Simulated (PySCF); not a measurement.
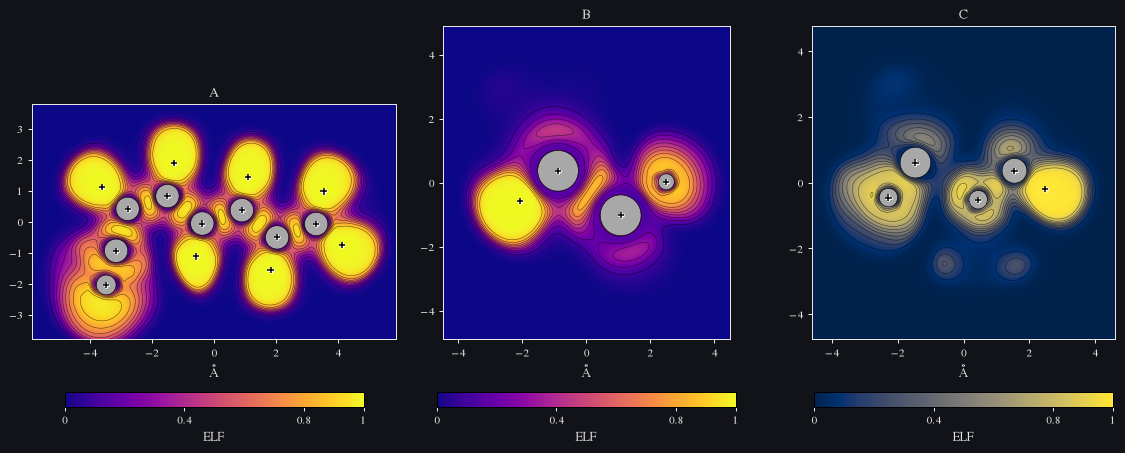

The electron localisation function of 3 systems, each on a plane through atoms (crosses mark nuclei in the plane; grey discs cover the cores).

Computed with PBE0/def2-SVPD, SCF density, gas phase in PySCF 2.14.0.

System 1: C$_{7}$H$_{7}$N, the molecular plane. Geometry: GFN2-xTB.

```xyz
15

C    -3.2351   -0.6273    0.0907
C    -1.9275   -0.7819   -0.1156
C    -0.9400    0.1682    0.3145
C     0.3829    0.0172    0.1086
C     1.3564    0.9704    0.5422
C     2.6838    0.8373    0.3463
C     3.2549   -0.2628   -0.3100
N     3.7379   -1.1573   -0.8450
H    -3.9542   -1.3554   -0.2423
H    -3.6268    0.2373    0.6017
H    -1.5581   -1.6589   -0.6311
H    -1.3051    1.0476    0.8313
H     0.7539   -0.8591   -0.4077
H     0.9884    1.8477    1.0588
H     3.3841    1.5849    0.6931
```

System 2: FGe$_{3}$H$_{7}$, the plane of atoms F1, Ge2 and Ge3. Geometry: GFN2-xTB.

```yaml
atoms:
  - { symbol: F, position_ang: [-2.4448, 1.2242, -0.7497] }
  - { symbol: Ge, position_ang: [-2.0266, -0.0823, 0.3653] }
  - { symbol: Ge, position_ang: [0.1646, -0.8820, -0.1994] }
  - { symbol: Ge, position_ang: [1.9850, 0.6564, -0.1207] }
  - { symbol: H, position_ang: [-3.2096, -1.0050, 0.1343] }
  - { symbol: H, position_ang: [-2.2536, 0.6377, 1.6845] }
  - { symbol: H, position_ang: [0.4297, -2.0664, 0.7071] }
  - { symbol: H, position_ang: [0.0713, -1.5384, -1.5599] }
  - { symbol: H, position_ang: [2.1705, 1.2600, 1.2397] }
  - { symbol: H, position_ang: [1.8283, 1.8009, -1.0717] }
  - { symbol: H, position_ang: [3.2905, -0.0023, -0.4557] }
```

System 3: C$_{2}$H$_{10}$BO$_{2}$P, the plane of atoms O2, C3 and H12. Geometry: GFN2-xTB; at this geometry the atoms fall into two loosely joined parts.

```xyz
16

C    -0.8609   -1.2957   -0.6638
O    -0.8232    0.1135   -0.6063
C    -1.7293    0.6365    0.3392
B     1.2465    0.7743   -0.1636
O     1.8421    0.1614   -1.2002
P     1.3885   -0.1314    1.5343
H    -1.8485   -1.6370   -0.9938
H    -0.6316   -1.7347    0.3146
H    -0.1026   -1.6020   -1.3813
H    -1.4751    0.3027    1.3518
H    -1.6507    1.7200    0.2849
H    -2.7525    0.3268    0.0996
H     0.9213    1.9093   -0.1904
H     1.8106    0.6121   -2.0442
H     2.2157    0.8032    2.1280
H     2.4420   -0.9502    1.1797
```

Question: Which map belongs to which system?

Answer: Panel A is system 1, C$_{7}$H$_{7}$N: the plane holds C, N and H. C–N (1.15 Å): the ELF peaks at about 0.85 between the atoms; a multiple bond. Panel B is system 2, FGe$_{3}$H$_{7}$: the plane holds F, Ge and H. Ge–F (1.77 Å): the ELF peaks at about 0.80 in the valence shell of F, 0.5 Å from its nucleus, and is about 0.20 at the midpoint. Panel C is system 3, C$_{2}$H$_{10}$BO$_{2}$P: the plane holds O, C, B and H. B–O (1.34 Å): the ELF peaks at about 0.90 between the atoms, as expected for a polar covalent bond.
